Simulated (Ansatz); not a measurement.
# C₂H₃B (SMILES B=C=C): single points off equilibrium

Aim: energy, forces and dipole at a structure displaced at random from a GFN2-xTB minimum, from CCSD(T) and from density functionals.

The runs use Ansatz 0.2.0, Gaussian basis; single points in def2-TZVPP.

Correlated methods freeze the cores.

## 1. The system as given

6 atoms, charge 0, spin multiplicity 1.

Atoms are counted from 1 here; the program's logs count them from 0.

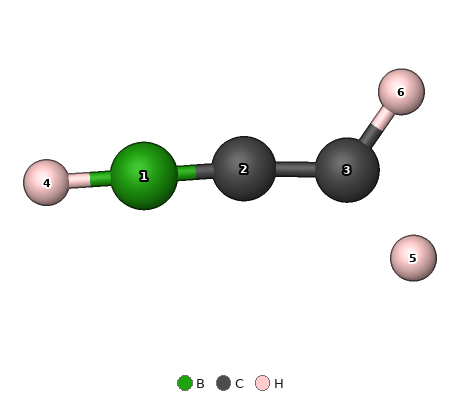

Start geometry, drawn with boron green, carbon dark grey, hydrogen pink; atoms are numbered from 1 in the order of the file.

Geometry (Å):

```
B    -1.4091   -0.0954   -0.6911
C    -0.2930    0.0869   -0.0598
C     0.8617    0.0913    0.5794
H    -2.4545   -0.1508   -1.3706
H     2.1718   -0.2432    0.0252
H     1.0276    0.5981    1.6754
```

## 2. CCSD(T)/def2-TZVPP

run/in.yaml reads:

```yaml
crystal:
  periodic: [false, false, false]
  atoms:
    - {symbol: B, position_ang: [-1.409100, -0.095400, -0.691100]}
    - {symbol: C, position_ang: [-0.293000, 0.086900, -0.059800]}
    - {symbol: C, position_ang: [0.861700, 0.091300, 0.579400]}
    - {symbol: H, position_ang: [-2.454500, -0.150800, -1.370600]}
    - {symbol: H, position_ang: [2.171800, -0.243200, 0.025200]}
    - {symbol: H, position_ang: [1.027600, 0.598100, 1.675400]}
basis:
  gaussian: {orbitals: def2-TZVPP}
correlation: {method: ccsd_t}
output: {forces: true}
```

No record of the launch command was kept for these runs.

## 3. PBE0-D4/def2-TZVPP

run/in.yaml: that of step 2 with these lines changed.

```diff
@@ -11,3 +11,3 @@
   gaussian: {orbitals: def2-TZVPP}
-correlation: {method: ccsd_t}
-output: {forces: true}
+hamiltonian: {xc: pbe0, dispersion: d4}
+output: {forces: true, orbitals: {seedname: orbitals}}
```

## 4. wB97M-V/def2-TZVPP

run/in.yaml: that of step 3 with these lines changed.

```diff
@@ -11,3 +11,3 @@
   gaussian: {orbitals: def2-TZVPP}
-hamiltonian: {xc: pbe0, dispersion: d4}
-output: {forces: true, orbitals: {seedname: orbitals}}
+hamiltonian: {xc: {name: wB97M-V}}
+output: {forces: true}
```

## 5. r2SCAN-D4/def2-TZVPP

run/in.yaml: that of step 4 with these lines changed.

```diff
@@ -11,3 +11,3 @@
   gaussian: {orbitals: def2-TZVPP}
-hamiltonian: {xc: {name: wB97M-V}}
+hamiltonian: {xc: r2scan, dispersion: d4}
 output: {forces: true}
```

## 6. PBE-D4/def2-TZVPP

run/in.yaml: that of step 5 with these lines changed.

```diff
@@ -11,3 +11,3 @@
   gaussian: {orbitals: def2-TZVPP}
-hamiltonian: {xc: r2scan, dispersion: d4}
+hamiltonian: {xc: pbe, dispersion: d4}
 output: {forces: true}
```

## 7. r2SCANh-D4/def2-TZVPP

run/in.yaml: that of step 6 with these lines changed.

```diff
@@ -11,3 +11,3 @@
   gaussian: {orbitals: def2-TZVPP}
-hamiltonian: {xc: pbe, dispersion: d4}
+hamiltonian: {xc: {name: r2SCANh}, dispersion: d4}
 output: {forces: true}
```

## 8. B97M-V/def2-TZVPP

run/in.yaml: that of step 7 with these lines changed.

```diff
@@ -11,3 +11,3 @@
   gaussian: {orbitals: def2-TZVPP}
-hamiltonian: {xc: {name: r2SCANh}, dispersion: d4}
+hamiltonian: {xc: {name: B97M-V}}
 output: {forces: true}
```

(Steps that only read results are left out.)

Q: Predict the outcome of this session. Wanted: energy less free atoms, CCSD(T)/def2-TZVPP; RMS force component; RMS force error; HOMO and LUMO, PBE0-D4; T1 diagnostic.

**Answer**, as computed:

```
                                  quantity                                                                                             value
energy less free atoms, CCSD(T)/def2-TZVPP                                                                                    -2153.3 kJ/mol
                       RMS force component                                                              2.419 to 2.567 eV/Å over the methods
                           RMS force error  PBE0-D4 0.279, wB97M-V 0.253, r2SCAN-D4 0.286, PBE-D4 0.250, r2SCANh-D4 0.299, B97M-V 0.369 eV/Å
                    HOMO and LUMO, PBE0-D4                                                                                -6.59 and -2.77 eV
                             T1 diagnostic                                                                                             0.015
```

What this shows: Against CCSD(T) the functionals' energies less atoms differ by -173.5 to -76.7 kJ/mol, PBE-D4 by -173.5 kJ/mol. A larger basis would deepen the CCSD(T) value, while the functionals are nearly converged already, so the order here is not reliable. The forces of PBE-D4 come nearest to CCSD(T), those of B97M-V are farthest. Frozen-core CCSD(T) forces in triple zeta carry basis errors of their own, and this is one geometry, so small gaps rank nothing. The restricted Hartree–Fock reference is unstable towards an unrestricted one at one or more of these structures.
